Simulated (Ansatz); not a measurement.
## Nudged elastic band of AlH2O2 (charge −1)

AlH2O2, charge −1, SMILES [O-][AlH][OH], computed with RKS B3LYP/def2-SVP (Ansatz 0.2.0).

It belongs to a series of runs on one base structure; here: band between the two ends. Figures and captions count atoms from 1; the log counts them from 0 in places.

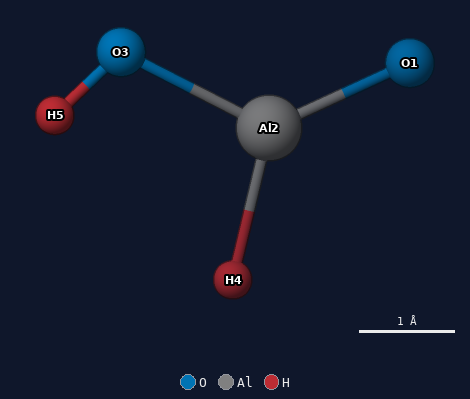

*The input geometry (ball-and-stick view, seen on its broad side; atoms are numbered from 1 in the order of the input). Sticks mark near contacts.*

Bond lengths as drawn: Al–H 1.65 Å, Al–O 1.64 to 1.77 Å and H–O 0.97 Å.

Input:
```yaml
crystal:
  periodic: [false, false, false]
  atoms:
    - { symbol: O, position_ang: [-1.244316, -1.213967, 1.259511] }
    - { symbol: Al, position_ang: [-0.392801, -0.344384, 0.162263] }
    - { symbol: O, position_ang: [0.988803, 0.727107, 0.441898] }
    - { symbol: H, position_ang: [-0.630765, -0.268903, -1.464155] }
    - { symbol: H, position_ang: [1.279079, 1.100136, -0.399517] }
total_charge: -1
basis:
  gaussian: { orbitals: def2-SVP }
hamiltonian:
  xc: b3lyp
neb:
  order_check: false
  images: 5
  f_tol: 0.05
  max_iterations: 60
  initial_path: idpp
  final_atoms:
    - { symbol: O, position_ang: [-0.95152163, -0.98399375, 1.29972869] }
    - { symbol: Al, position_ang: [-0.39823132, -0.30683791, -0.09087348] }
    - { symbol: O, position_ang: [0.96139444, 0.8169193, -0.23788839] }
    - { symbol: H, position_ang: [-0.94707656, -0.5007079, -1.60937333] }
    - { symbol: H, position_ang: [1.33543507, 0.97460926, 0.63840651] }
```

Machine: 1 thread of Intel Xeon (Granite Rapids), 128 GiB of memory available, shared host.

Command:
```bash
ansatz run input.yaml --threads 1 --pin off --max-ram 2048MiB --backend cpu --events-out ev --progress --plain --runs-dir out
```

What the program printed:
```
Engine: ansatz 0.2.0, x86_64-unknown-linux-gnu
Functional definition: B3LYP
  parameter a0 = 0.2
  parameter ax = 0.72
  parameter ac = 0.81
  exchange = (1 - a0 - ax)*slater_x + ax*b88_x + a0*exact_x
  correlation = (1 - ac)*vwn_rpa_c + ac*lyp_c
555 factors; integrals over basis functions are off by at most 4.5e-4 eV
mean field evaluation 1: about -10717.8150 eV, gradient 3.9e1 eV
mean field evaluation 2: about -10671.3857 eV, gradient 1.4e2 eV
mean field evaluation 4: about -10720.8884 eV, gradient 1.1e1 eV
mean field evaluation 8: about -10721.0808 eV, gradient 8.6e-2 eV
mean field -10721.08085722 eV, -393.9924544931 hartree, gradient 3.0e-5 eV, S^2 0.000000; 0 other end points of the search recorded, 0 dependent functions left out
the calculation of the forces begins
reference -10721.08107121 eV, -393.9924623572 hartree; 16, 16 occupied and 40, 40 virtual orbitals, 555 factors
555 factors; integrals over basis functions are off by at most 4.8e-4 eV
mean field evaluation 16: about -10677.9599 eV, gradient 1.3e2 eV
mean field -10721.21866850 eV, -393.9975189645 hartree, gradient 5.4e-5 eV, S^2 0.000000; 0 other end points of the search recorded, 0 dependent functions left out
[... from here on the field's lines of each further geometry are left out, up to the last ...]
NEB iter   1: max|band force component| = 1.355e0 eV/Å  barrier→ = 0.2847 eV  barrier← = 0.4225 eV  Δτ_max = 0.0470 Å  (161 SCF iters)
NEB iter   2: max|band force component| = 7.190e-1 eV/Å  barrier→ = 0.2493 eV  barrier← = 0.3871 eV  Δτ_max = 0.0338 Å  (120 SCF iters)
NEB iter   3: max|band force component| = 2.826e-1 eV/Å  barrier→ = 0.2318 eV  barrier← = 0.3696 eV  CI = image 3  Δτ_max = 0.0111 Å  (121 SCF iters)
NEB iter   4: max|band force component| = 2.108e-1 eV/Å  barrier→ = 0.2307 eV  barrier← = 0.3686 eV  CI = image 3  Δτ_max = 0.0121 Å  (125 SCF iters)
NEB iter   5: max|band force component| = 1.844e-1 eV/Å  barrier→ = 0.2286 eV  barrier← = 0.3664 eV  CI = image 3  Δτ_max = 0.0392 Å  (122 SCF iters)
NEB iter   6: max|band force component| = 2.324e-1 eV/Å  barrier→ = 0.2239 eV  barrier← = 0.3617 eV  CI = image 3  Δτ_max = 0.0200 Å  (120 SCF iters)
NEB iter   7: max|band force component| = 2.136e-1 eV/Å  barrier→ = 0.2173 eV  barrier← = 0.3551 eV  CI = image 3  Δτ_max = 0.0200 Å  (120 SCF iters)
NEB iter   8: max|band force component| = 1.943e-1 eV/Å  barrier→ = 0.2091 eV  barrier← = 0.3469 eV  CI = image 3  Δτ_max = 0.0400 Å  (120 SCF iters)
NEB iter   9: max|band force component| = 2.676e-1 eV/Å  barrier→ = 0.1911 eV  barrier← = 0.3289 eV  CI = image 3  Δτ_max = 0.0809 Å  (119 SCF iters)
NEB iter  10: max|band force component| = 3.420e-1 eV/Å  barrier→ = 0.1519 eV  barrier← = 0.2897 eV  CI = image 3  Δτ_max = 0.0816 Å  (131 SCF iters)
NEB iter  11: max|band force component| = 3.612e-1 eV/Å  barrier→ = 0.1204 eV  barrier← = 0.2582 eV  CI = image 3  Δτ_max = 0.0580 Å  (134 SCF iters)
NEB iter  12: max|band force component| = 2.413e-1 eV/Å  barrier→ = 0.1008 eV  barrier← = 0.2386 eV  CI = image 3  Δτ_max = 0.0466 Å  (121 SCF iters)
NEB iter  13: max|band force component| = 1.493e-1 eV/Å  barrier→ = 0.0950 eV  barrier← = 0.2328 eV  CI = image 3  Δτ_max = 0.0201 Å  (122 SCF iters)
NEB iter  14: max|band force component| = 9.393e-2 eV/Å  barrier→ = 0.0938 eV  barrier← = 0.2316 eV  CI = image 3  Δτ_max = 0.0119 Å  (121 SCF iters)
NEB iter  15: max|band force component| = 5.442e-2 eV/Å  barrier→ = 0.0934 eV  barrier← = 0.2312 eV  CI = image 3  Δτ_max = 0.0073 Å  (118 SCF iters)
the calculation of the forces begins
reference -10721.15156474 eV, -393.9950529466 hartree; 16, 16 occupied and 40, 40 virtual orbitals, 555 factors
555 factors; integrals over basis functions are off by at most 3.4e-4 eV
mean field -10720.98766512 eV, -393.9890297466 hartree, gradient 2.2e-5 eV, S^2 0.000000; 1 other end points of the search recorded, 0 dependent functions left out
the calculation of the forces begins
reference -10720.98788280 eV, -393.9890377462 hartree; 16, 16 occupied and 40, 40 virtual orbitals, 555 factors
NEB iter  16: max|band force component| = 2.564e-2 eV/Å  barrier→ = 0.0932 eV  barrier← = 0.2310 eV  CI = image 3  Δτ_max = 0.0000 Å  (229 SCF iters)
```

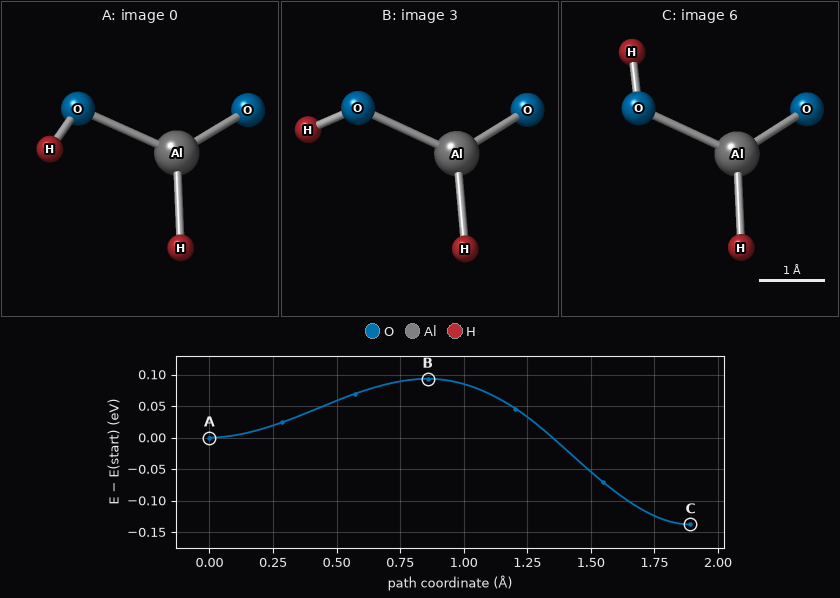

*Images of the last band (counted from 0; ball-and-stick, seen at a tilt) above the energy along the path; the line is a cubic interpolation that uses the forces.*

The highest image is number 3, 0.093 eV above the start and 0.231 eV above the end (the climbing image); the end lies 0.138 eV below the start. The path is 1.89 Å long. The band converged in 16 iterations.

```
Total energy: -10720.98788280 eV, -393.9890377462 hartree
Atom 0 at    -1.021294    -1.228655     1.270658 Å, force     0.000109     0.000061    -0.001956 eV/Å
Atom 1 at    -0.446542    -0.276317     0.062954 Å, force    -0.010040    -0.015872    -0.005043 eV/Å
Atom 2 at     0.697015     1.071428     0.219978 Å, force    -0.011477     0.026121     0.007827 eV/Å
Atom 3 at    -0.830154    -0.422287    -1.521431 Å, force     0.001944     0.001047     0.006164 eV/Å
Atom 4 at     1.600975     0.855820    -0.032159 Å, force     0.019464    -0.011357    -0.006991 eV/Å
Dipole moment:     0.624261     0.412330    -0.311482 e Å
this run last wrote the band of iteration 16 to [file]
```

The last band as extended XYZ (Å, eV, eV/Å):
```
5
Properties=species:S:1:pos:R:3:forces:R:3 image=0 energy=-10721.08086
O    -1.2443   -1.2140    1.2595    0.0049   0.0045  -0.0033
Al   -0.3928   -0.3444    0.1623   -0.0090  -0.0076   0.0023
O     0.9888    0.7271    0.4419    0.0057   0.0035   0.0061
H    -0.6308   -0.2689   -1.4642   -0.0004   0.0001  -0.0029
H     1.2791    1.1001   -0.3995   -0.0012  -0.0005  -0.0022
5
Properties=species:S:1:pos:R:3:forces:R:3 image=1 energy=-10721.05667
O    -1.1749   -1.2609    1.2407   -0.0418   0.0081   0.0033
Al   -0.4248   -0.3115    0.1348    0.0096  -0.0136   0.0191
O     0.8721    0.8550    0.4421    0.0451  -0.0563   0.0348
H    -0.7006   -0.2819   -1.4856    0.0477   0.0098   0.0085
H     1.4282    0.9993   -0.3319   -0.0605   0.0519  -0.0657
5
Properties=species:S:1:pos:R:3:forces:R:3 image=2 energy=-10721.01134
O    -1.0925   -1.2684    1.2434   -0.0439  -0.0016   0.0005
Al   -0.4406   -0.2906    0.0989    0.0114  -0.0027   0.0279
O     0.7636    0.9833    0.3688    0.0243  -0.0392   0.0587
H    -0.7665   -0.3419   -1.5077    0.0470   0.0066   0.0025
H     1.5359    0.9175   -0.2034   -0.0387   0.0369  -0.0896
5
Properties=species:S:1:pos:R:3:forces:R:3 image=3 energy=-10720.98767
O    -1.0213   -1.2287    1.2707    0.0001   0.0001  -0.0020
Al   -0.4465   -0.2763    0.0630   -0.0100  -0.0159  -0.0050
O     0.6970    1.0714    0.2200   -0.0115   0.0261   0.0078
H    -0.8302   -0.4223   -1.5214    0.0019   0.0010   0.0062
H     1.6010    0.8558   -0.0322    0.0195  -0.0114  -0.0070
5
Properties=species:S:1:pos:R:3:forces:R:3 image=4 energy=-10721.03482
O    -0.9642   -1.1508    1.3103    0.0741   0.0138   0.0045
Al   -0.4470   -0.2724    0.0219    0.0036   0.0004  -0.0402
O     0.7110    1.0712   -0.0081   -0.0001  -0.0092  -0.1506
H    -0.9181   -0.4769   -1.5243   -0.0904   0.0018  -0.0117
H     1.6183    0.8289    0.2001    0.0127  -0.0068   0.1979
5
Properties=species:S:1:pos:R:3:forces:R:3 image=5 energy=-10721.15135
O    -0.9147   -1.0790    1.3338    0.0841   0.0254   0.0070
Al   -0.4393   -0.2770   -0.0192    0.0120  -0.0151  -0.0458
O     0.8133    0.9619   -0.1946    0.0792  -0.0950  -0.1660
H    -1.0160   -0.4606   -1.5276   -0.0998   0.0290  -0.0080
H     1.5567    0.8547    0.4076   -0.0755   0.0558   0.2128
5
Properties=species:S:1:pos:R:3:forces:R:3 image=6 energy=-10721.21867
O    -1.0923   -1.0663    1.1104   -0.0002   0.0004   0.0002
Al   -0.3907   -0.2899   -0.1559    0.0006  -0.0007  -0.0030
O     0.9911    0.8130   -0.0706    0.0003  -0.0001   0.0037
H    -0.7835   -0.3475   -1.7330    0.0006   0.0006   0.0030
H     1.2754    0.8906    0.8491   -0.0013  -0.0002  -0.0038
```

Summary:

```tsv
quantity	value
outcome	converged
barrier, forward	0.093 eV
barrier, backward	0.231 eV
wall time	50 s
peak memory	0.12 GiB
```

Remarks:

The order of the saddle point was not checked.
